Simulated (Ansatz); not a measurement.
# HSF (singlet): correlated methods under varied settings

Aim: run HSF (singlet) at one geometry under a spread of methods and options, and see what each costs and gives.

The runs use Ansatz 0.2.0, Gaussian basis; the settings change from run to run.

26 further runs of the same task are left out: 13 for a known fault of the program, 7 that didn't finish, 6 set aside as unsound or not needed.

## Step 1: The system

The geometry is a PBE0/def2-TZVP stationary point (not a proven minimum).

3 atoms, charge 0, spin multiplicity 1.

Atoms are counted from 1 here; the program's logs count them from 0.

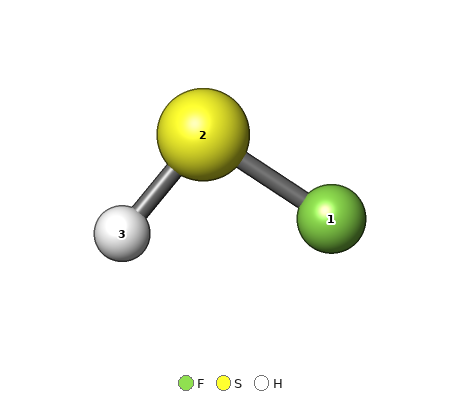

The structure; fluorine green, sulfur yellow, hydrogen white; atoms are numbered from 1 in the order of the file.

## Step 2: MP2 on RHF/cc-pVDZ

in.yaml

```yaml
crystal:
  periodic: [false, false, false]
  atoms:
    - {symbol: F, position_ang: [0.000000, 0.043080, 1.028580]}
    - {symbol: S, position_ang: [0.000000, -0.065184, -0.583802]}
    - {symbol: H, position_ang: [0.000000, 1.261654, -0.815305]}
basis:
  gaussian: {orbitals: cc-pVDZ}
magnetization: {spin_polarized: false}
correlation: {method: mp2, electrons: outside_noble_gas}
output: {forces: true}
```

On the command line:

```bash
> ansatz run in.yaml --threads 1 --pin off --events-out ev --progress --plain --max-ram 2393MiB
```

What it wrote:

```text
Functional definition: HF
  name "HF"
  cite "Fock, Z. Phys. 61, 126 (1930) doi:10.1007/BF01340294"
  parent pbe
  exchange = exact_x
  correlation = 0
367 factors; integrals over basis functions are off by at most 7.9e-4 eV
mean field evaluation 1: about -13537.0035 eV, gradient 1.9e1 eV
mean field evaluation 2: about -13537.0083 eV, gradient 1.9e1 eV
mean field evaluation 4: about -13537.8049 eV, gradient 2.0e0 eV
mean field evaluation 8: about -13537.8155 eV, gradient 3.3e-5 eV
mean field -13537.81549539 eV, -497.5055431948 hartree, gradient 2.6e-6 eV, S^2 0.000000; 0 other end points of the search recorded, 0 dependent functions left out
6 core orbitals not correlated: weight in the atoms' cores, before any rotation towards them, 1.000 or more for the frozen orbitals, at most 0.000 for the correlated occupied ones
reference -13537.81549539 eV, -497.5055431948 hartree; 7, 7 occupied and 24, 24 virtual orbitals, 367 factors
second order -8.68518215 eV of doubles, -0.00000000 eV of singles
the calculation of the forces begins
Total energy: -13546.50067754 eV, -497.8247177517 hartree
Atom 0 at     0.000000     0.043080     1.028580 Å, force     0.000000     0.083914     1.715431 eV/Å
Atom 1 at     0.000000    -0.065184    -0.583802 Å, force    -0.000000    -0.206348    -1.656070 eV/Å
Atom 2 at     0.000000     1.261654    -0.815305 Å, force    -0.000000     0.122434    -0.059362 eV/Å
Dipole moment:     0.000000     0.186969    -0.303444 e Å
```

Run time: 0.3 s. Hardware: 1 thread of Arm Neoverse V1, shared host.

## Step 3: BCCD(T)/cc-pVDZ

Changes to in.yaml since step 2:

```diff
@@ -9,3 +9,3 @@
 magnetization: {spin_polarized: false}
-correlation: {method: mp2, electrons: outside_noble_gas}
-output: {forces: true}
+hamiltonian: {xc: {name: PBE0}}
+correlation: {method: bccd_t, electrons: outside_noble_gas}
```

Launched as before.

What it wrote, cut to the lines that bear on the results:

```text
Functional definition: PBE0
  name "PBE0"
  cite "Adamo & Barone, J. Chem. Phys. 110, 6158 (1999) doi:10.1063/1.478522"
  cite "Perdew, Burke & Ernzerhof, Phys. Rev. Lett. 77, 3865 (1996) doi:10.1103/PhysRevLett.77.3865"
  parent pbe
[...]
367 factors; integrals over basis functions are off by at most 7.9e-4 eV
[...]
mean field -13560.90924392 eV, -498.3542227995 hartree, gradient 4.7e-6 eV, S^2 0.000000; 0 other end points of the search recorded, 0 dependent functions left out
6 core orbitals not correlated: weight in the atoms' cores, before any rotation towards them, 1.000 or more for the frozen orbitals, at most 0.000 for the correlated occupied ones
reference -13537.54145341 eV, -497.4954723375 hartree; 7, 7 occupied and 24, 24 virtual orbitals, 367 factors
second order -8.97455495 eV of doubles, -0.19694945 eV of singles
cycle   1  -9.17781910 eV  change   -1.6e-2 eV  update   7.4e-2
[...]
cycle   9  -9.46852666 eV  change   -1.1e-5 eV  update   1.0e-5
perturbative correction -0.19594923 eV, -0.0072010013 hartree
Total energy: -13547.20592929 eV, -497.8506352756 hartree
```

Wall time 0.87 s (1 thread of Arm Neoverse V1, shared host).

From the report: correlation -9.6645 eV; largest double amplitude 0.04.

## Step 4: CISD/STO-3G

in.yaml

```yaml
crystal:
  periodic: [false, false, false]
  atoms:
    - {symbol: F, position_ang: [0.000000, 0.043080, 1.028580]}
    - {symbol: S, position_ang: [0.000000, -0.065184, -0.583802]}
    - {symbol: H, position_ang: [0.000000, 1.261654, -0.815305]}
basis:
  gaussian: {orbitals: STO-3G}
correlation: {active_space: {ras: {orbitals: [7, 0, 2], electrons: 14, max_holes: 2, max_particles: 2}, fixed_orbitals: true}}
output: {forces: true}
```

Same command.

What it wrote, cut to the lines that bear on the results:

```text
Functional definition: HF
  name "HF"
  cite "Fock, Z. Phys. 61, 126 (1930) doi:10.1007/BF01340294"
  parent pbe
[...]
178 factors; integrals over basis functions are off by at most 2.0e-5 eV
[...]
mean field -13380.81203592 eV, -491.7357724799 hartree, gradient 6.9e-6 eV, S^2 0.000000; 0 other end points of the search recorded, 0 dependent functions left out
reference -13380.81203592 eV, -491.7357724799 hartree; 13, 13 occupied and 2, 2 virtual orbitals, 178 factors
state -13382.42216556 eV, -491.7949436528 hartree
[...]
Total energy: -13382.42216556 eV, -491.7949436528 hartree
Atom 0 at     0.000000     0.043080     1.028580 Å, force    -0.000000     0.306603     3.797708 eV/Å
Atom 1 at     0.000000    -0.065184    -0.583802 Å, force     0.000000    -1.140722    -3.714877 eV/Å
Atom 2 at     0.000000     1.261654    -0.815305 Å, force     0.000000     0.834119    -0.082831 eV/Å
Dipole moment:    -0.000000     0.130038    -0.096160 e Å
```

It took 0.09 s on 1 thread of Arm Neoverse V1, shared host.

From the report: 159 determinants.

## Step 5: CCSD on UHF/cc-pVDZ

in.yaml

```yaml
crystal:
  periodic: [false, false, false]
  atoms:
    - {symbol: F, position_ang: [0.000000, 0.043080, 1.028580]}
    - {symbol: S, position_ang: [0.000000, -0.065184, -0.583802]}
    - {symbol: H, position_ang: [0.000000, 1.261654, -0.815305]}
basis:
  gaussian: {orbitals: cc-pVDZ}
magnetization: {spin_polarized: true, initial_magnetization: 0}
correlation: {method: ccsd, electrons: valence}
scf: {lower_state_search: off}
```

Same command.

What it wrote, cut to the lines that bear on the results:

```text
Functional definition: HF
  name "HF"
  cite "Fock, Z. Phys. 61, 126 (1930) doi:10.1007/BF01340294"
  parent pbe
[...]
367 factors; integrals over basis functions are off by at most 7.9e-4 eV
[...]
mean field -13537.81549539 eV, -497.5055431948 hartree, gradient 1.5e-6 eV, S^2 0.000000; 0 other end points of the search recorded, 0 dependent functions left out
6 core orbitals not correlated: weight in the atoms' cores, before any rotation towards them, 1.000 or more for the frozen orbitals, at most 0.000 for the correlated occupied ones
reference -13537.81549539 eV, -497.5055431948 hartree; 7, 7 occupied and 24, 24 virtual orbitals, 367 factors
second order -8.68518216 eV of doubles, -0.00000000 eV of singles
cycle   1  -8.97336242 eV  change   -2.9e-1 eV  update   6.7e-2
[...]
cycle   9  -9.25341774 eV  change   -1.0e-5 eV  update   1.7e-5
Total energy: -13547.06891313 eV, -497.8456000244 hartree
Checks for a lower state left out: stability, starts, cluster_reference, orbital_swaps, neighbouring_geometries, increment
```

Wall time 0.48 s (1 thread of Arm Neoverse V1, shared host).

From the report: ⟨S²⟩ of the determinant 0.000 (pure singlet: 0.00); correlation -9.2534 eV; T1 0.011; largest double amplitude 0.04.

## Step 6: CISD/cc-pVDZ

in.yaml

```yaml
crystal:
  periodic: [false, false, false]
  atoms:
    - {symbol: F, position_ang: [0.000000, 0.043080, 1.028580]}
    - {symbol: S, position_ang: [0.000000, -0.065184, -0.583802]}
    - {symbol: H, position_ang: [0.000000, 1.261654, -0.815305]}
basis:
  gaussian: {orbitals: cc-pVDZ, point_charges: [{charge: -0.50, position_ang: [3.336, 0.049, 0.353]}]}
hamiltonian: {pseudopotentials: {relativity: scalar}}
correlation: {active_space: {ras: {orbitals: [7, 0, 24], electrons: 14, max_holes: 2, max_particles: 2}, fixed_orbitals: true}}
accuracy: high
```

Same command.

What it wrote:

```text
Functional definition: HF
  name "HF"
  cite "Fock, Z. Phys. 61, 126 (1930) doi:10.1007/BF01340294"
  parent pbe
  exchange = exact_x
  correlation = 0
739 factors; integrals over basis functions are off by at most 3.9e-9 eV
mean field evaluation 1: about -13565.2706 eV, gradient 1.9e1 eV
mean field evaluation 2: about -13565.2754 eV, gradient 1.9e1 eV
mean field evaluation 4: about -13566.0705 eV, gradient 2.0e0 eV
mean field evaluation 8: about -13566.0811 eV, gradient 3.7e-5 eV
mean field -13566.08108414 eV, -498.5442844222 hartree, gradient 6.8e-8 eV, S^2 0.000000; 0 other end points of the search recorded, 0 dependent functions left out
reference -13566.08108414 eV, -498.5442844222 hartree; 13, 13 occupied and 24, 24 virtual orbitals, 739 factors
state -13574.64396719 eV, -498.8589645701 hartree
Total energy: -13574.64396719 eV, -498.8589645701 hartree
Relativity: scalar
```

Wall time 0.9 s (1 thread of Arm Neoverse V1, shared host).

From the report: 40,153 determinants.

## Step 7: BCCD(T) on UHF/cc-pVDZ

in.yaml

```yaml
crystal:
  periodic: [false, false, false]
  atoms:
    - {symbol: F, position_ang: [0.000000, 0.043080, 1.028580]}
    - {symbol: S, position_ang: [0.000000, -0.065184, -0.583802]}
    - {symbol: H, position_ang: [0.000000, 1.261654, -0.815305]}
basis:
  gaussian: {orbitals: cc-pVDZ}
magnetization: {spin_polarized: true, initial_magnetization: 0}
correlation: {method: bccd_t, electrons: outside_noble_gas}
```

Launched as before.

What it wrote, cut to the lines that bear on the results:

```text
Functional definition: HF
  name "HF"
  cite "Fock, Z. Phys. 61, 126 (1930) doi:10.1007/BF01340294"
  parent pbe
[...]
367 factors; integrals over basis functions are off by at most 7.9e-4 eV
[...]
mean field -13537.81549539 eV, -497.5055431948 hartree, gradient 1.5e-6 eV, S^2 0.000000; 0 other end points of the search recorded, 0 dependent functions left out
6 core orbitals not correlated: weight in the atoms' cores, before any rotation towards them, 1.000 or more for the frozen orbitals, at most 0.000 for the correlated occupied ones
reference -13537.81549539 eV, -497.5055431948 hartree; 7, 7 occupied and 24, 24 virtual orbitals, 367 factors
second order -8.68518216 eV of doubles, -0.00000000 eV of singles
cycle   1  -8.97408272 eV  change   -2.9e-1 eV  update   6.7e-2
[...]
cycle   9  -9.23864461 eV  change   -9.8e-6 eV  update   1.7e-5
perturbative correction -0.19576747 eV, -0.0071943220 hartree
Total energy: -13547.24990747 eV, -497.8522514438 hartree
```

Run time: 1 s. Hardware: 1 thread of Arm Neoverse V1, shared host.

From the report: ⟨S²⟩ of the determinant 0.000 (pure singlet: 0.00); correlation -9.4344 eV; largest double amplitude 0.04.

## Step 8: MP2 on UHF/6-31++G**

Changes to in.yaml since step 7:

```diff
@@ -7,4 +7,5 @@
 basis:
-  gaussian: {orbitals: cc-pVDZ}
+  gaussian: {orbitals: "6-31++G**"}
 magnetization: {spin_polarized: true, initial_magnetization: 0}
-correlation: {method: bccd_t, electrons: outside_noble_gas}
+correlation: {method: mp2, electrons: all}
+accuracy: high
```

Launched as before.

What it wrote:

```text
Functional definition: HF
  name "HF"
  cite "Fock, Z. Phys. 61, 126 (1930) doi:10.1007/BF01340294"
  parent pbe
  exchange = exact_x
  correlation = 0
864 factors; integrals over basis functions are off by at most 4.0e-9 eV
mean field evaluation 1: about -13536.5551 eV, gradient 1.4e1 eV
mean field evaluation 2: about -13536.5794 eV, gradient 1.4e1 eV
mean field evaluation 4: about -13537.4596 eV, gradient 1.6e0 eV
mean field evaluation 8: about -13537.4721 eV, gradient 6.8e-4 eV
mean field -13537.47213426 eV, -497.4929249058 hartree, gradient 5.6e-8 eV, S^2 0.000000; 0 other end points of the search recorded, 0 dependent functions left out
reference -13537.47213426 eV, -497.4929249058 hartree; 13, 13 occupied and 35, 35 virtual orbitals, 864 factors
second order -8.76462212 eV of doubles, -0.00000000 eV of singles
Total energy: -13546.23675638 eV, -497.8150188280 hartree
```

Wall time 0.57 s (1 thread of Arm Neoverse V1, shared host).

From the report: ⟨S²⟩ of the determinant 0.000 (pure singlet: 0.00).

## Step 9: HF/def2-mTZVP

Changes to in.yaml since step 8:

```diff
@@ -7,5 +7,5 @@
 basis:
-  gaussian: {orbitals: "6-31++G**"}
+  gaussian: {orbitals: def2-mTZVP}
 magnetization: {spin_polarized: true, initial_magnetization: 0}
-correlation: {method: mp2, electrons: all}
-accuracy: high
+hamiltonian: {xc: hf}
+output: {forces: true, orbitals: {seedname: orbitals}}
```

Launched as before.

What it wrote, cut to the lines that bear on the results:

```text
Functional definition: HF
  name "HF"
  cite "Fock, Z. Phys. 61, 126 (1930) doi:10.1007/BF01340294"
  parent pbe
[...]
378 factors; integrals over basis functions are off by at most 1.0e-3 eV
[...]
mean field -13538.99386664 eV, -497.5488475394 hartree, gradient 1.4e-5 eV, S^2 0.000000; 0 other end points of the search recorded, 0 dependent functions left out
[...]
reference -13538.99386664 eV, -497.5488475394 hartree; 13, 13 occupied and 31, 31 virtual orbitals, 378 factors
Total energy: -13538.99386664 eV, -497.5488475394 hartree
Atom 0 at     0.000000     0.043080     1.028580 Å, force    -0.000000     0.007816    -0.208907 eV/Å
Atom 1 at     0.000000    -0.065184    -0.583802 Å, force     0.000000     0.280563     0.132047 eV/Å
Atom 2 at     0.000000     1.261654    -0.815305 Å, force     0.000000    -0.288379     0.076861 eV/Å
Dipole moment:    -0.000000     0.211956    -0.361492 e Å
```

Wall time 0.3 s (1 thread of Arm Neoverse V1, shared host).

From the report: ⟨S²⟩ of the determinant 0.000 (pure singlet: 0.00).

## Step 10: CCSDT(Q)/B on UHF/6-31G

Changes to in.yaml since step 9:

```diff
@@ -7,5 +7,5 @@
 basis:
-  gaussian: {orbitals: def2-mTZVP}
+  gaussian: {orbitals: 6-31G}
 magnetization: {spin_polarized: true, initial_magnetization: 0}
-hamiltonian: {xc: hf}
-output: {forces: true, orbitals: {seedname: orbitals}}
+correlation: {method: ccsdt_q_b, electrons: valence}
+scf: {lower_state_search: off}
```

Launched as before.

What it wrote, cut to the lines that bear on the results:

```text
Functional definition: HF
  name "HF"
  cite "Fock, Z. Phys. 61, 126 (1930) doi:10.1007/BF01340294"
  parent pbe
[...]
451 factors; integrals over basis functions are off by at most 5.5e-8 eV
[...]
mean field -13535.19039965 eV, -497.4090727057 hartree, gradient 2.3e-6 eV, S^2 0.000000; 0 other end points of the search recorded, 0 dependent functions left out
6 core orbitals not correlated: weight in the atoms' cores, before any rotation towards them, 1.000 or more for the frozen orbitals, at most 0.000 for the correlated occupied ones
reference -13535.19039965 eV, -497.4090727057 hartree; 7, 7 occupied and 11, 11 virtual orbitals, 451 factors
second order -4.81531895 eV of doubles, -0.00000000 eV of singles
cycle   1  -4.90228115 eV  change   -8.7e-2 eV  update   6.1e-2
[...]
cycle  14  -5.18167467 eV  change    1.8e-7 eV  update   8.9e-7
perturbative correction -0.01412415 eV, -0.0005190531 hartree
Total energy: -13540.38619848 eV, -497.6000147906 hartree
Checks for a lower state left out: stability, starts, cluster_reference, orbital_swaps, neighbouring_geometries, increment
```

Run time: 4.9 s. Hardware: 1 thread of Arm Neoverse V1, shared host.

From the report: ⟨S²⟩ of the determinant 0.000 (pure singlet: 0.00); correlation -5.1958 eV; T1 0.009; largest double amplitude 0.06.

## Step 11: The runs in one table

Where basis and cores are those of an earlier RCCSDT(Q)/cc-pVDZ run (-13547.2828 eV), and the state is the same kind, the miss against it is given.

| level | correlated | functions | energy (eV) | from RCCSDT(Q) (meV) | time |
| --- | --- | --- | --- | --- | --- |
| MP2 on RHF/cc-pVDZ | outside noble gas | 37 | -13546.5007 | 782.2 | 0.3 s |
| BCCD(T)/cc-pVDZ (on PBE0 orbitals) | outside noble gas | 37 | -13547.2059 | 76.9 | 0.87 s |
| CISD/STO-3G | outside noble gas | 15 | -13382.4222 |  | 0.09 s |
| CCSD on UHF/cc-pVDZ | valence | 37 | -13547.0689 | 213.9 | 0.48 s |
| CISD/cc-pVDZ (beside a point charge, relativity set) | outside noble gas | 37 | -13574.6440 |  | 0.9 s |
| BCCD(T) on UHF/cc-pVDZ | outside noble gas | 37 | -13547.2499 | 32.9 | 1 s |
| MP2 on UHF/6-31++G** | all | 48 | -13546.2368 |  | 0.57 s |
| HF/def2-mTZVP |  | 44 | -13538.9939 |  | 0.3 s |
| CCSDT(Q)/B on UHF/6-31G | valence | 24 | -13540.3862 |  | 4.9 s |

## Step 12: Outcome

| quantity | value |
| --- | --- |
| runs | 9 |
| quickest | CISD/STO-3G, 0.09 s |
| slowest | CCSDT(Q)/B on UHF/6-31G, 4.9 s |

In words: Total energies in different bases, with other cores or another treatment of relativity can't be set against each other. CCSDT(Q)/B on UHF/6-31G took 54 times as long as CISD/STO-3G; the jobs differ in more than the method. Among the correlated runs with a miss given, it spans +33 to +782 meV. Cores frozen from Kohn-Sham orbitals shift the total energy.
